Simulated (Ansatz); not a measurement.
**CH5AlFGa: up Jacob's ladder to CCSD(T)**

Aim: compute CH5AlFGa with functionals from several rungs and with coupled cluster. The yardstick is the atomisation energy at the CCSD(T) limit.

The runs use Ansatz 0.2.0, Gaussian basis; functionals in def2-TZVPP, the program's frozen cores in correlated methods.

The runs, in order: LDA (SPW92), PBE-D4, revPBE-D4, BLYP-D4, r2SCAN-D4, B97M-V, PBE0-D4, B3LYP-D4, r2SCANh-D4, r2SCAN0-D4, HSE06-D4, BHLYP-D4, CAM-B3LYP-D4, LC-ωPBE, ωB97X-V, ωB97M-V, B2PLYP, PBE-QIDH; CCSD(T)/def2-SVP; CCSD(T)/def2-TZVPP; MP2/def2-QZVPP; extrapolation to the limit; RPA on PBE.

### 1 The geometry

The geometry comes from an earlier relaxation with PBE0-D4 in a triple-zeta def2 set; it is a stationary point, not always the lowest conformer.

9 atoms, charge 0, spin multiplicity 1.

Atoms are counted from 1 here; the program's logs count them from 0.

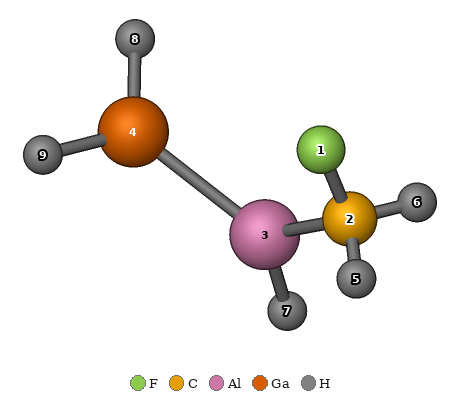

The geometry (fluorine green, carbon amber, aluminium pink, gallium orange, hydrogen grey); atoms are numbered from 1 in the order of the file.

### 2 LDA

This LDA is Slater exchange with PW92 correlation.

Input file in.yaml:

```yaml
crystal:
  periodic: [false, false, false]
  atoms:
    - {symbol: F, position_ang: [-0.825983, 1.576883, -0.989864]}
    - {symbol: C, position_ang: [0.544972, 1.427943, -0.719607]}
    - {symbol: Al, position_ang: [0.859745, -0.267930, 0.267328]}
    - {symbol: Ga, position_ang: [-1.170608, -1.663616, 0.765079]}
    - {symbol: H, position_ang: [0.868047, 2.313810, -0.157604]}
    - {symbol: H, position_ang: [1.075991, 1.466404, -1.679595]}
    - {symbol: H, position_ang: [2.371753, -0.596572, 0.657006]}
    - {symbol: H, position_ang: [-1.704024, -2.770040, -0.227087]}
    - {symbol: H, position_ang: [-2.019895, -1.486882, 2.084344]}
basis:
  gaussian: {orbitals: def2-TZVPP}
hamiltonian: {xc: lda}
output: {orbitals: {seedname: orbitals}}
```

The run is started by

```console
> ansatz run in.yaml --threads 4 --pin off --events-out ev --progress --plain --max-ram 10444MiB
```

The program printed:

```text
Functional definition: SPW92
  name "SPW92"
  cite "Dirac, Proc. Camb. Phil. Soc. 26, 376 (1930) doi:10.1017/S0305004100016108"
  cite "Slater, Phys. Rev. 81, 385 (1951) doi:10.1103/PhysRev.81.385"
  cite "Perdew & Wang, Phys. Rev. B 45, 13244 (1992) doi:10.1103/PhysRevB.45.13244"
  exchange = slater_x
  correlation = pw_c
1268 factors; their error is unknown
mean field evaluation 1: about -62664.3692 eV, gradient 6.3e1 eV
mean field evaluation 2: about -62634.3525 eV, gradient 1.1e2 eV
mean field evaluation 4: about -62671.5926 eV, gradient 6.2e0 eV
mean field evaluation 8: about -62671.7328 eV, gradient 9.5e-2 eV
mean field evaluation 16: about -62671.7108 eV, gradient 5.3e-5 eV
mean field -62671.71083982 eV, -2303.1428929520 hartree, gradient 5.3e-5 eV, S^2 0.000000; 0 other end points of the search recorded, 0 dependent functions left out
reference -62671.71088718 eV, -2303.1428946926 hartree; 32, 32 occupied and 190, 190 virtual orbitals, 1268 factors
Total energy: -62671.71088718 eV, -2303.1428946926 hartree
```

Run time: 1.1 s. Hardware: 4 threads of Arm Neoverse V1, shared host; peak memory 0.26 GiB.

With the free atoms at this level, -62641.637 eV in sum, the atomisation energy is 30.074 eV. HOMO -6.04 eV, LUMO -3.12 eV.

### 3 PBE-D4 (GGA)

Changes to in.yaml since step 2:

```diff
@@ -14,3 +14,3 @@
   gaussian: {orbitals: def2-TZVPP}
-hamiltonian: {xc: lda}
-output: {orbitals: {seedname: orbitals}}
+hamiltonian: {xc: pbe, dispersion: d4}
+output: {forces: true, orbitals: {seedname: orbitals}}
```

Same command.

The program printed, shortened:

```text
Functional definition: PBE
  name "PBE"
  cite "Perdew, Burke & Ernzerhof, Phys. Rev. Lett. 77, 3865 (1996) doi:10.1103/PhysRevLett.77.3865"
  parent pbe
[...]
1268 factors; their error is unknown
[...]
mean field -62795.08190086 eV, -2307.6766958215 hartree, gradient 6.3e-5 eV, S^2 0.000000; 0 other end points of the search recorded, 0 dependent functions left out
[...]
reference -62795.08195148 eV, -2307.6766976817 hartree; 32, 32 occupied and 190, 190 virtual orbitals, 1268 factors
Total energy: -62795.24029474 eV, -2307.6825166889 hartree
Atom 0 at    -0.825983     1.576883    -0.989864 Å, force    -0.610232     0.064309    -0.119121 eV/Å
Atom 1 at     0.544972     1.427943    -0.719607 Å, force     0.284558    -0.125078     0.108288 eV/Å
Atom 2 at     0.859745    -0.267930     0.267328 Å, force    -0.040462    -0.093170     0.045634 eV/Å
Atom 3 at    -1.170608    -1.663616     0.765079 Å, force     0.090461     0.061847    -0.022120 eV/Å
Atom 4 at     0.868047     2.313810    -0.157604 Å, force     0.109980     0.189910     0.129663 eV/Å
Atom 5 at     1.075991     1.466404    -1.679595 Å, force     0.155178     0.005178    -0.201566 eV/Å
Atom 6 at     2.371753    -0.596572     0.657006 Å, force     0.117229    -0.034236     0.035281 eV/Å
Atom 7 at    -1.704024    -2.770040    -0.227087 Å, force    -0.044484    -0.069864    -0.051947 eV/Å
Atom 8 at    -2.019895    -1.486882     2.084344 Å, force    -0.062228     0.001106     0.075887 eV/Å
Dipole moment:     0.327920     0.017579     0.035275 e Å
```

Wall time 2 s (4 threads of Arm Neoverse V1, shared host); peak memory 0.27 GiB.

With the free atoms at this level, -62768.667 eV in sum, the atomisation energy is 26.573 eV. HOMO -5.93 eV, LUMO -2.87 eV.

### 4 revPBE-D4 (GGA)

Changes to in.yaml since step 3:

```diff
@@ -14,3 +14,3 @@
   gaussian: {orbitals: def2-TZVPP}
-hamiltonian: {xc: pbe, dispersion: d4}
-output: {forces: true, orbitals: {seedname: orbitals}}
+hamiltonian: {xc: {name: revPBE}, dispersion: d4}
+output: {orbitals: {seedname: orbitals}}
```

Same command.

The program printed:

```text
Functional definition: revPBE
  name "revPBE"
  cite "Zhang & Yang, Phys. Rev. Lett. 80, 890 (1998) doi:10.1103/PhysRevLett.80.890"
  cite "Perdew, Burke & Ernzerhof, Phys. Rev. Lett. 77, 3865 (1996) doi:10.1103/PhysRevLett.77.3865"
  parameter kappa = 1.245
  parameter beta = 0.06672455060314922
  exchange = pbe_x(kappa = kappa, mu = beta*pi^2/3)
  correlation = pbe_c(beta = beta)
1268 factors; their error is unknown
mean field evaluation 1: about -62797.8613 eV, gradient 5.8e1 eV
mean field evaluation 2: about -62773.0946 eV, gradient 1.0e2 eV
mean field evaluation 4: about -62804.4394 eV, gradient 5.6e0 eV
mean field evaluation 8: about -62804.5484 eV, gradient 8.4e-2 eV
mean field evaluation 16: about -62804.5256 eV, gradient 4.2e-5 eV
mean field -62804.52556981 eV, -2308.0237442543 hartree, gradient 4.2e-5 eV, S^2 0.000000; 0 other end points of the search recorded, 0 dependent functions left out
reference -62804.52563294 eV, -2308.0237465742 hartree; 32, 32 occupied and 190, 190 virtual orbitals, 1268 factors
Total energy: -62804.94811036 eV, -2308.0392723330 hartree
```

Wall time 1.6 s (4 threads of Arm Neoverse V1, shared host); peak memory 0.27 GiB.

With the free atoms at this level, -62779.003 eV in sum, the atomisation energy is 25.945 eV. HOMO -5.88 eV, LUMO -2.74 eV.

### 5 BLYP-D4 (GGA)

Changes to in.yaml since step 4:

```diff
@@ -14,3 +14,3 @@
   gaussian: {orbitals: def2-TZVPP}
-hamiltonian: {xc: {name: revPBE}, dispersion: d4}
+hamiltonian: {xc: {name: BLYP}, dispersion: d4}
 output: {orbitals: {seedname: orbitals}}
```

Same command.

The program printed:

```text
Functional definition: BLYP
  name "BLYP"
  cite "Becke, Phys. Rev. A 38, 3098 (1988) doi:10.1103/PhysRevA.38.3098"
  cite "Lee, Yang & Parr, Phys. Rev. B 37, 785 (1988) doi:10.1103/PhysRevB.37.785"
  parameter beta = 0.0042
  parameter a = 0.04918
  parameter b = 0.132
  parameter c = 0.2533
  parameter d = 0.349
  exchange = b88_x(beta = beta)
  correlation = lyp_c(a = a, b = b, c = c, d = d)
1268 factors; their error is unknown
mean field evaluation 1: about -62804.3690 eV, gradient 6.3e1 eV
mean field evaluation 2: about -62772.7117 eV, gradient 1.2e2 eV
mean field evaluation 4: about -62812.0198 eV, gradient 6.4e0 eV
mean field evaluation 8: about -62812.1633 eV, gradient 1.2e-1 eV
mean field evaluation 16: about -62812.1398 eV, gradient 3.3e-4 eV
mean field -62812.13982733 eV, -2308.3035630569 hartree, gradient 3.2e-5 eV, S^2 0.000000; 0 other end points of the search recorded, 0 dependent functions left out
reference -62812.14024220 eV, -2308.3035783029 hartree; 32, 32 occupied and 190, 190 virtual orbitals, 1268 factors
Total energy: -62812.47756602 eV, -2308.3159747248 hartree
```

Wall time 1.9 s (4 threads of Arm Neoverse V1, shared host); peak memory 0.27 GiB.

Atomisation energy: 26.097 eV (free atoms -62786.380 eV, run apart). HOMO -5.80 eV, LUMO -2.77 eV.

### 6 r2SCAN-D4 (meta-GGA)

Changes to in.yaml since step 5:

```diff
@@ -14,3 +14,3 @@
   gaussian: {orbitals: def2-TZVPP}
-hamiltonian: {xc: {name: BLYP}, dispersion: d4}
-output: {orbitals: {seedname: orbitals}}
+hamiltonian: {xc: r2scan, dispersion: d4}
+output: {forces: true, orbitals: {seedname: orbitals}}
```

The command is unchanged.

The program printed, shortened:

```text
Functional definition: r2SCAN
  name "r2SCAN"
  cite "Furness, Kaplan, Ning, Perdew & Sun, J. Phys. Chem. Lett. 11, 8208 (2020) doi:10.1021/acs.jpclett.0c02405"
  cite "Furness, Kaplan, Ning, Perdew & Sun, J. Phys. Chem. Lett. 11, 9248 (2020) doi:10.1021/acs.jpclett.0c03077"
  parent r2scan
[...]
1268 factors; their error is unknown
[...]
mean field -62808.07009586 eV, -2308.1540031840 hartree, gradient 3.9e-5 eV, S^2 0.000000; 0 other end points of the search recorded, 0 dependent functions left out
[...]
reference -62808.07011072 eV, -2308.1540037299 hartree; 32, 32 occupied and 190, 190 virtual orbitals, 1268 factors
Total energy: -62808.10811866 eV, -2308.1554004962 hartree
Atom 0 at    -0.825983     1.576883    -0.989864 Å, force    -0.370934     0.055084    -0.081295 eV/Å
Atom 1 at     0.544972     1.427943    -0.719607 Å, force     0.348229    -0.099685     0.102861 eV/Å
Atom 2 at     0.859745    -0.267930     0.267328 Å, force    -0.034801    -0.055641     0.025404 eV/Å
Atom 3 at    -1.170608    -1.663616     0.765079 Å, force     0.008720     0.003660    -0.000979 eV/Å
Atom 4 at     0.868047     2.313810    -0.157604 Å, force     0.007318     0.021014    -0.014616 eV/Å
Atom 5 at     1.075991     1.466404    -1.679595 Å, force     0.006400     0.024253    -0.008234 eV/Å
Atom 6 at     2.371753    -0.596572     0.657006 Å, force    -0.022959     0.006292    -0.006424 eV/Å
Atom 7 at    -1.704024    -2.770040    -0.227087 Å, force     0.015988     0.075985     0.087965 eV/Å
Atom 8 at    -2.019895    -1.486882     2.084344 Å, force     0.042038    -0.030962    -0.104682 eV/Å
Dipole moment:     0.350335     0.016447     0.038991 e Å
```

Wall time 4 s (4 threads of Arm Neoverse V1, shared host); peak memory 0.3 GiB.

Atomisation energy: 26.530 eV (free atoms -62781.578 eV, run apart). HOMO -6.17 eV, LUMO -2.65 eV.

### 7 B97M-V (meta-GGA)

Changes to in.yaml since step 6:

```diff
@@ -14,3 +14,3 @@
   gaussian: {orbitals: def2-TZVPP}
-hamiltonian: {xc: r2scan, dispersion: d4}
-output: {forces: true, orbitals: {seedname: orbitals}}
+hamiltonian: {xc: {name: B97M-V}}
+output: {orbitals: {seedname: orbitals}}
```

Launched as before.

The program printed, shortened:

```text
Functional definition: B97M-V
  name "B97M-V"
  cite "Mardirossian & Head-Gordon, J. Chem. Phys. 142, 074111 (2015) doi:10.1063/1.4907719"
  cite "Becke, J. Chem. Phys. 107, 8554 (1997) doi:10.1063/1.475007"
  cite "Vydrov & Van Voorhis, J. Chem. Phys. 133, 244103 (2010) doi:10.1063/1.3521275"
  # Of w^i u^j: cxij and so on, Table III.
[...]
  gx(w, u) = cx00 + cx01*u + cx02*u^2 + (cx10 + cx11*u)*w
  gss(w, u) = css00 + css02*u^2 + css10*w + (css32*w^3 + css42*w^4)*u^2
  gos(w, u) = cos00 + cos01*u + cos03*u^3 + cos10*w + cos32*w^3*u^2
[...]
      + integral(e_c_pw_mod_opposite_spin*gos(b97_w_opposite, b97_u_opposite)) + vv10(b, c)
1268 factors; their error is unknown
[...]
mean field -62798.55101558 eV, -2307.8041834358 hartree, gradient 3.3e-5 eV, S^2 0.000000; 0 other end points of the search recorded, 0 dependent functions left out
reference -62798.55108742 eV, -2307.8041860760 hartree; 32, 32 occupied and 190, 190 virtual orbitals, 1268 factors
Total energy: -62798.55108742 eV, -2307.8041860760 hartree
```

Wall time 9 s (4 threads of Arm Neoverse V1, shared host); peak memory 0.36 GiB.

Atomisation energy: 26.743 eV (free atoms -62771.808 eV, run apart). HOMO -6.25 eV, LUMO -2.85 eV.

### 8 PBE0-D4 (hybrid)

Changes to in.yaml since step 7:

```diff
@@ -14,3 +14,3 @@
   gaussian: {orbitals: def2-TZVPP}
-hamiltonian: {xc: {name: B97M-V}}
+hamiltonian: {xc: pbe0, dispersion: d4}
 output: {orbitals: {seedname: orbitals}}
```

Same command.

The program printed:

```text
Functional definition: PBE0
  name "PBE0"
  cite "Adamo & Barone, J. Chem. Phys. 110, 6158 (1999) doi:10.1063/1.478522"
  cite "Perdew, Burke & Ernzerhof, Phys. Rev. Lett. 77, 3865 (1996) doi:10.1103/PhysRevLett.77.3865"
  parent pbe
  parameter a = 0.25
  parameter kappa = 0.804
  parameter beta = 0.06672455060314922
  exchange = (1 - a)*pbe_x(kappa = kappa, mu = beta*pi^2/3) + a*exact_x
  correlation = pbe_c(beta = beta)
1344 factors; their error is unknown
mean field evaluation 1: about -62793.1599 eV, gradient 4.3e1 eV
mean field evaluation 2: about -62791.8229 eV, gradient 5.0e1 eV
mean field evaluation 4: about -62796.7705 eV, gradient 1.8e0 eV
mean field evaluation 8: about -62796.7758 eV, gradient 3.1e-2 eV
mean field evaluation 16: about -62796.9784 eV, gradient 2.1e-5 eV
mean field -62796.97837359 eV, -2307.7463899085 hartree, gradient 2.1e-5 eV, S^2 0.000000; 0 other end points of the search recorded, 0 dependent functions left out
reference -62796.97841131 eV, -2307.7463912947 hartree; 32, 32 occupied and 190, 190 virtual orbitals, 1344 factors
Total energy: -62797.11428495 eV, -2307.7513845591 hartree
```

Wall time 2.7 s (4 threads of Arm Neoverse V1, shared host); peak memory 0.55 GiB.

With the free atoms at this level, -62770.895 eV in sum, the atomisation energy is 26.220 eV. HOMO -6.99 eV, LUMO -2.07 eV.

### 9 B3LYP-D4 (hybrid)

B3LYP here takes the VWN-RPA correlation.

Changes to in.yaml since step 8:

```diff
@@ -14,3 +14,3 @@
   gaussian: {orbitals: def2-TZVPP}
-hamiltonian: {xc: pbe0, dispersion: d4}
-output: {orbitals: {seedname: orbitals}}
+hamiltonian: {xc: {name: B3LYP}, dispersion: d4}
+output: {forces: true, orbitals: {seedname: orbitals}}
```

Same command.

The program printed, shortened:

```text
Functional definition: B3LYP
  name "B3LYP"
  cite "Stephens, Devlin, Chabalowski & Frisch, J. Phys. Chem. 98, 11623 (1994) doi:10.1021/j100096a001"
  cite "Becke, Phys. Rev. A 38, 3098 (1988) doi:10.1103/PhysRevA.38.3098"
  cite "Lee, Yang & Parr, Phys. Rev. B 37, 785 (1988) doi:10.1103/PhysRevB.37.785"
  cite "Vosko, Wilk & Nusair, Can. J. Phys. 58, 1200 (1980) doi:10.1139/p80-159"
[...]
1327 factors; their error is unknown
[...]
mean field -62813.25225787 eV, -2308.3444441253 hartree, gradient 3.6e-5 eV, S^2 0.000000; 0 other end points of the search recorded, 0 dependent functions left out
[...]
reference -62813.25256698 eV, -2308.3444554847 hartree; 32, 32 occupied and 190, 190 virtual orbitals, 1327 factors
Total energy: -62813.50995811 eV, -2308.3539144343 hartree
Atom 0 at    -0.825983     1.576883    -0.989864 Å, force    -0.414320     0.042132    -0.079998 eV/Å
Atom 1 at     0.544972     1.427943    -0.719607 Å, force     0.451897     0.025675     0.047184 eV/Å
Atom 2 at     0.859745    -0.267930     0.267328 Å, force     0.109796    -0.049903     0.042059 eV/Å
Atom 3 at    -1.170608    -1.663616     0.765079 Å, force     0.007007     0.006651    -0.002890 eV/Å
Atom 4 at     0.868047     2.313810    -0.157604 Å, force    -0.015448    -0.038633    -0.037234 eV/Å
Atom 5 at     1.075991     1.466404    -1.679595 Å, force    -0.027217     0.008821     0.048497 eV/Å
Atom 6 at     2.371753    -0.596572     0.657006 Å, force    -0.086225     0.020329    -0.022871 eV/Å
Atom 7 at    -1.704024    -2.770040    -0.227087 Å, force    -0.013134    -0.005409     0.006450 eV/Å
Atom 8 at    -2.019895    -1.486882     2.084344 Å, force    -0.012355    -0.009662    -0.001195 eV/Å
Dipole moment:     0.371004     0.006488     0.047371 e Å
```

Wall time 3.9 s (4 threads of Arm Neoverse V1, shared host); peak memory 0.6 GiB.

Atomisation energy: 26.254 eV (free atoms -62787.256 eV, run apart). HOMO -6.81 eV, LUMO -2.30 eV.

### 10 r2SCANh-D4 (hybrid)

Changes to in.yaml since step 9:

```diff
@@ -14,3 +14,3 @@
   gaussian: {orbitals: def2-TZVPP}
-hamiltonian: {xc: {name: B3LYP}, dispersion: d4}
-output: {forces: true, orbitals: {seedname: orbitals}}
+hamiltonian: {xc: {name: r2SCANh}, dispersion: d4}
+output: {orbitals: {seedname: orbitals}}
```

The command is unchanged.

The program printed, shortened:

```text
Functional definition: r2SCANh
  name "r2SCANh"
  cite "Bursch, Neugebauer, Ehlert & Grimme, J. Chem. Phys. 156, 134105 (2022) doi:10.1063/5.0086040"
  cite "Furness, Kaplan, Ning, Perdew & Sun, J. Phys. Chem. Lett. 11, 8208 (2020) doi:10.1021/acs.jpclett.0c02405"
  cite "Furness, Kaplan, Ning, Perdew & Sun, J. Phys. Chem. Lett. 11, 9248 (2020) doi:10.1021/acs.jpclett.0c03077"
  parent r2scan
[...]
1291 factors; their error is unknown
[...]
mean field -62807.52601911 eV, -2308.1340087319 hartree, gradient 5.7e-5 eV, S^2 0.000000; 0 other end points of the search recorded, 0 dependent functions left out
reference -62807.52603276 eV, -2308.1340092338 hartree; 32, 32 occupied and 190, 190 virtual orbitals, 1291 factors
Total energy: -62807.56746056 eV, -2308.1355316775 hartree
```

It took 4.4 s on 4 threads of Arm Neoverse V1, shared host; peak memory 0.56 GiB.

Atomisation energy: 26.359 eV (free atoms -62781.209 eV, run apart). HOMO -6.56 eV, LUMO -2.37 eV.

### 11 r2SCAN0-D4 (hybrid)

Changes to in.yaml since step 10:

```diff
@@ -14,3 +14,3 @@
   gaussian: {orbitals: def2-TZVPP}
-hamiltonian: {xc: {name: r2SCANh}, dispersion: d4}
+hamiltonian: {xc: {name: r2SCAN0}, dispersion: d4}
 output: {orbitals: {seedname: orbitals}}
```

Same command.

The program printed, shortened:

```text
Functional definition: r2SCAN0
  name "r2SCAN0"
  cite "Bursch, Neugebauer, Ehlert & Grimme, J. Chem. Phys. 156, 134105 (2022) doi:10.1063/5.0086040"
  cite "Furness, Kaplan, Ning, Perdew & Sun, J. Phys. Chem. Lett. 11, 8208 (2020) doi:10.1021/acs.jpclett.0c02405"
  cite "Furness, Kaplan, Ning, Perdew & Sun, J. Phys. Chem. Lett. 11, 9248 (2020) doi:10.1021/acs.jpclett.0c03077"
  parent r2scan
[...]
1344 factors; their error is unknown
[...]
mean field -62806.75296597 eV, -2308.1055995531 hartree, gradient 2.3e-5 eV, S^2 0.000000; 0 other end points of the search recorded, 0 dependent functions left out
reference -62806.75297783 eV, -2308.1055999892 hartree; 32, 32 occupied and 190, 190 virtual orbitals, 1344 factors
Total energy: -62806.79916121 eV, -2308.1072971970 hartree
```

It took 4.2 s on 4 threads of Arm Neoverse V1, shared host; peak memory 0.57 GiB.

With the free atoms at this level, -62780.680 eV in sum, the atomisation energy is 26.119 eV. HOMO -7.14 eV, LUMO -1.96 eV.

### 12 HSE06-D4 (hybrid)

HSE06 is the plane-wave form, built on full-range PBE exchange.

Changes to in.yaml since step 11:

```diff
@@ -14,3 +14,3 @@
   gaussian: {orbitals: def2-TZVPP}
-hamiltonian: {xc: {name: r2SCAN0}, dispersion: d4}
+hamiltonian: {xc: hse06, dispersion: d4}
 output: {orbitals: {seedname: orbitals}}
```

The command is unchanged.

The program printed, shortened:

```text
Functional definition: HSE06
  name "HSE06"
  cite "Heyd, Scuseria & Ernzerhof, J. Chem. Phys. 118, 8207 (2003) doi:10.1063/1.1564060"
  cite "Krukau, Vydrov, Izmaylov & Scuseria, J. Chem. Phys. 125, 224106 (2006) doi:10.1063/1.2404663"
  cite "Heyd & Scuseria, J. Chem. Phys. 120, 7274 (2004) doi:10.1063/1.1668634"
  cite "Ernzerhof & Perdew, J. Chem. Phys. 109, 3313 (1998) doi:10.1063/1.476928"
  cite "Perdew, Burke & Ernzerhof, Phys. Rev. Lett. 77, 3865 (1996) doi:10.1103/PhysRevLett.77.3865"
  parent pbe
[...]
  # The whole range is PBE's own exchange, as in plane waves. The composition of these papers is wPBEh.
[...]
1344 factors; their error is unknown
119 factors; integrals over basis functions are off by at most 6.0e-7 eV
[...]
mean field -62796.61147938 eV, -2307.7329067950 hartree, gradient 2.3e-5 eV, S^2 0.000000; 0 other end points of the search recorded, 0 dependent functions left out
reference -62796.61152963 eV, -2307.7329086419 hartree; 32, 32 occupied and 190, 190 virtual orbitals, 1344 factors
Total energy: -62796.74020021 eV, -2307.7376371985 hartree
```

Run time: 2.9 s. Hardware: 4 threads of Arm Neoverse V1, shared host; peak memory 0.58 GiB.

With the free atoms at this level, -62770.508 eV in sum, the atomisation energy is 26.233 eV. HOMO -6.59 eV, LUMO -2.44 eV.

### 13 BHLYP-D4 (hybrid)

Changes to in.yaml since step 12:

```diff
@@ -14,3 +14,3 @@
   gaussian: {orbitals: def2-TZVPP}
-hamiltonian: {xc: hse06, dispersion: d4}
+hamiltonian: {xc: {name: BHLYP}, dispersion: d4}
 output: {orbitals: {seedname: orbitals}}
```

Same command.

The program printed:

```text
Functional definition: BHLYP
  name "BHLYP"
  cite "Becke, J. Chem. Phys. 98, 1372 (1993) doi:10.1063/1.464304"
  cite "Becke, Phys. Rev. A 38, 3098 (1988) doi:10.1103/PhysRevA.38.3098"
  cite "Lee, Yang & Parr, Phys. Rev. B 37, 785 (1988) doi:10.1103/PhysRevB.37.785"
  parameter a = 0.5
  exchange = (1 - a)*b88_x + a*exact_x
  correlation = lyp_c
1449 factors; their error is unknown
mean field evaluation 1: about -62805.7572 eV, gradient 3.5e1 eV
mean field evaluation 2: about -62806.5238 eV, gradient 3.2e1 eV
mean field evaluation 4: about -62808.2013 eV, gradient 1.6e0 eV
mean field evaluation 8: about -62808.2067 eV, gradient 6.3e-2 eV
mean field evaluation 16: about -62808.6382 eV, gradient 6.7e-5 eV
mean field -62808.63821273 eV, -2308.1748810939 hartree, gradient 6.7e-5 eV, S^2 0.000000; 0 other end points of the search recorded, 0 dependent functions left out
reference -62808.63842139 eV, -2308.1748887621 hartree; 32, 32 occupied and 190, 190 virtual orbitals, 1449 factors
Total energy: -62808.86346750 eV, -2308.1831590537 hartree
```

Wall time 2.8 s (4 threads of Arm Neoverse V1, shared host); peak memory 0.57 GiB.

With the free atoms at this level, -62783.207 eV in sum, the atomisation energy is 25.656 eV. HOMO -7.93 eV, LUMO -1.28 eV.

[end of part 1 of 2]
